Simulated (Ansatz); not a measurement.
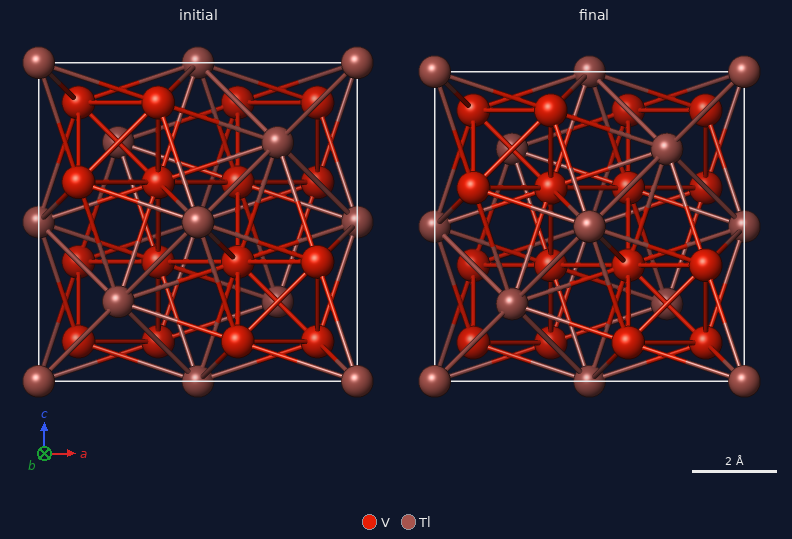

The structure of crystalline TlV2 (built on the cubic Laves (C15)_227 type) (coarse preliminary run) before (left) and after (right) a relaxation, at one scale.

The picture is a ball-and-stick view of the conventional cell (4 times the calculation's cell), seen along the b axis. Lengths and directions refer to the drawn axes.

Case: cubic Laves (C15) type (Fd-3m, No. 227).

Level of theory: DFT PBE, scalar-relativistic, plane waves, PAW (Ansatz 0.2.0).

The input:
```yaml
crystal:
  lattice:
    - [0.0, 3.8114114086, 3.8114114086]
    - [3.8114114086, 0.0, 3.8114114086]
    - [3.8114114086, 3.8114114086, 0.0]
  atoms:
    - { symbol: V, position: [0.625, 0.625, 0.625], spin: 0.17 }
    - { symbol: V, position: [0.125, 0.625, 0.625], spin: 0.17 }
    - { symbol: V, position: [0.625, 0.625, 0.125], spin: 0.17 }
    - { symbol: V, position: [0.625, 0.125, 0.625], spin: 0.17 }
    - { symbol: Tl, position: [0.0, 0.0, 0.0], spin: 0.01 }
    - { symbol: Tl, position: [0.25, 0.25, 0.25], spin: 0.01 }
basis:
  ecutwfc: 420
kpoints:
  mp_grid: { grid: [4, 4, 4] }
hamiltonian:
  xc: pbe
scf:
  occupations: { method: gaussian, width: 0.1 }
  lower_state_search: "off"
output:
  forces: true
  stress: true
  eigenvalues: true
  populations: true
magnetization:
  spin_polarized: true
relax:
  adjacent_minimum: "off"
  f_tol: 0.04
  max_steps: 70
  cell: { stress_tol: 0.4 }
```

Command:
```bash
ansatz run input.yaml --threads 1 --pin off --max-ram 2560MiB --backend cpu --events-out ev --progress --plain --runs-dir out
```

Describe what moved and what it gained.

Over 3 accepted moves (4 points after the start) the energy falls by 43.4 meV per atom. All forces vanish by symmetry, so only the cell relaxes. Pressure: −8.47 GPa at the start and −0.01 GPa at the end. At 1 point the geometry stayed and the basis and grid were re-selected for the new cell (energy shift of 0.6 meV per atom at most each time). No atom moves by more than 0.005 Å relative to the cell. The volume changes by −8.2 %, with a = b = c 7.623 → 7.409 Å (−2.8 %). Some distances before and after: Tl5–Tl6 3.301 → 3.208 Å, V1–Tl5 3.160 → 3.072 Å, V1–V2 2.695 → 2.619 Å. The space group stays Fd-3m (No. 227). The program noted that the starting moments weren't kept. Cost: 40 s on 1 thread of Arm Neoverse V2, with other jobs on the host, peak memory 0.45 GiB.
